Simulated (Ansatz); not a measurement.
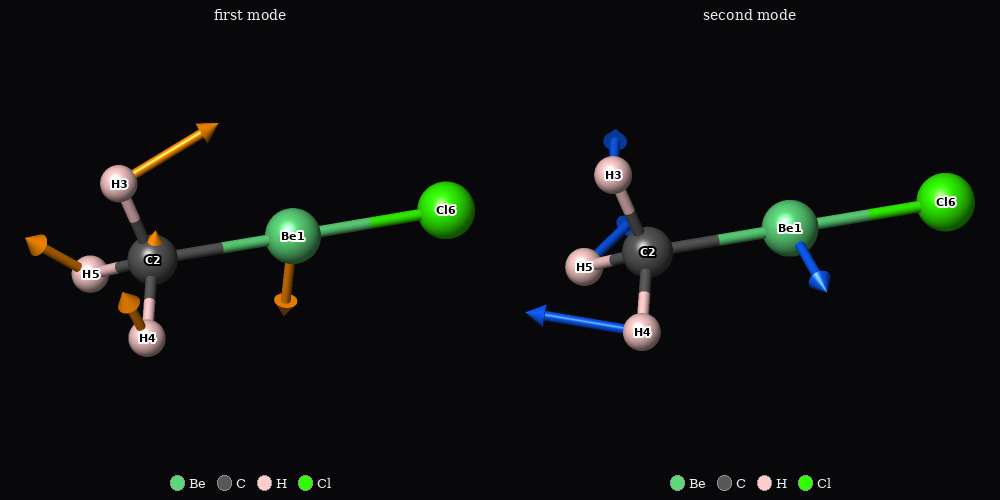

The system is CH₃BeCl, charge −1, spin multiplicity 2; the picture shows the reference structure; its two panels give the patterns of the first and the second mode as arrows. The first coordinate is: normal mode 1 (253 cm⁻¹, of the parent); the second: normal mode 2 (253 cm⁻¹, of the parent). Nothing is relaxed (straight displacements along the two mass-weighted modes). Grid: 15 × 15 points. Points are written as (first, second). Energies are in meV, from the lowest grid point. Near the degeneracy a single determinant is a rough description. Theory: Ansatz 0.2.0, UHF/def2-SVPD.

Its coordinates:

```yaml
atoms:
  - { symbol: Be, position_ang: [-0.0059, 0.0028, -1.0199] }
  - { symbol: C, position_ang: [0.0038, -0.0018, 0.6642] }
  - { symbol: H, position_ang: [-0.4390, 0.9110, 1.0764] }
  - { symbol: H, position_ang: [1.0203, -0.0743, 1.0652] }
  - { symbol: H, position_ang: [-0.5627, -0.8455, 1.0723] }
  - { symbol: Cl, position_ang: [-0.0165, 0.0078, -2.8583] }
```

Range: normal mode 1 (253 cm⁻¹, of the parent) from −1.4 to 1.4 amu½·Å; normal mode 2 (253 cm⁻¹, of the parent) from −1.4 to 1.4 amu½·Å.

### What will the energy surface look like?

The lowest grid point is at (1.2 amu½·Å, 0.2 amu½·Å); the map holds 3 wells of about this depth. The highest grid point, (0.0 amu½·Å, 0.0 amu½·Å), lies 322 meV above the lowest.

| second ↓, first → | −1.4 | −1.2 | −1.0 | −0.8 | −0.6 | −0.4 | −0.2 | 0.0 | 0.2 | 0.4 | 0.6 | 0.8 | 1.0 | 1.2 | 1.4 |
| --- | --- | --- | --- | --- | --- | --- | --- | --- | --- | --- | --- | --- | --- | --- | --- |
| 1.4 | 300 | 195 | 122 | 75 | 46 | 30 | 22 | 19 | 21 | 29 | 47 | 80 | 134 | 212 | 322 |
| 1.2 | 196 | 109 | 53 | 22 | 8 | 4 | 3 | 3 | 3 | 4 | 10 | 27 | 62 | 121 | 210 |
| 1.0 | 124 | 54 | 16 | 1 | 2 | 10 | 18 | 21 | 18 | 11 | 4 | 5 | 22 | 61 | 130 |
| 0.8 | 76 | 23 | 2 | 3 | 19 | 40 | 57 | 64 | 57 | 41 | 21 | 6 | 5 | 25 | 76 |
| 0.6 | 47 | 9 | 2 | 19 | 49 | 83 | 111 | 122 | 112 | 85 | 51 | 20 | 3 | 7 | 42 |
| 0.4 | 31 | 4 | 10 | 40 | 83 | 131 | 172 | 190 | 173 | 133 | 84 | 39 | 9 | 1 | 24 |
| 0.2 | 22 | 3 | 18 | 57 | 111 | 172 | 228 | 259 | 230 | 171 | 110 | 55 | 16 | 0 | 16 |
| 0.0 | 19 | 3 | 21 | 64 | 122 | 190 | 260 | 322 | 257 | 188 | 120 | 62 | 19 | 1 | 16 |
| −0.2 | 20 | 3 | 18 | 57 | 112 | 173 | 229 | 257 | 231 | 173 | 111 | 57 | 17 | 2 | 20 |
| −0.4 | 29 | 4 | 11 | 41 | 85 | 132 | 171 | 188 | 173 | 134 | 85 | 41 | 11 | 5 | 31 |
| −0.6 | 48 | 10 | 4 | 21 | 51 | 84 | 110 | 121 | 111 | 85 | 52 | 21 | 4 | 11 | 49 |
| −0.8 | 81 | 28 | 5 | 6 | 20 | 39 | 55 | 62 | 57 | 41 | 21 | 6 | 5 | 27 | 81 |
| −1.0 | 134 | 62 | 21 | 4 | 2 | 8 | 16 | 20 | 18 | 11 | 4 | 5 | 20 | 60 | 132 |
| −1.2 | 212 | 120 | 60 | 24 | 7 | 1 | 0 | 2 | 3 | 5 | 11 | 27 | 60 | 118 | 208 |
| −1.4 | 321 | 209 | 129 | 75 | 42 | 24 | 17 | 16 | 21 | 31 | 49 | 80 | 131 | 208 | 317 |

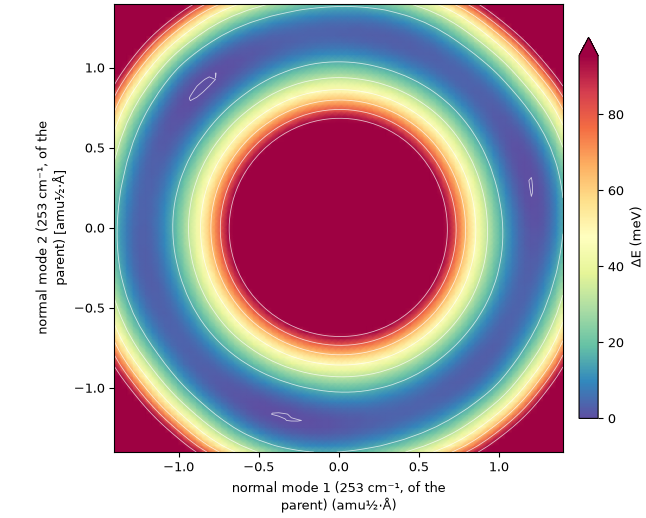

Drawn: a smooth colour map with a few white contour lines, one colour for all values above the top of the scale. Between grid points the surface is interpolated.

Each point was launched as `ansatz run input.yaml --threads 1 --pin off --max-ram 2560MiB --backend cpu --events-out ev --progress --plain --runs-dir out`. Time for the 225 points that were run: 18 min on 1 thread of Arm Neoverse V2, on a shared host.
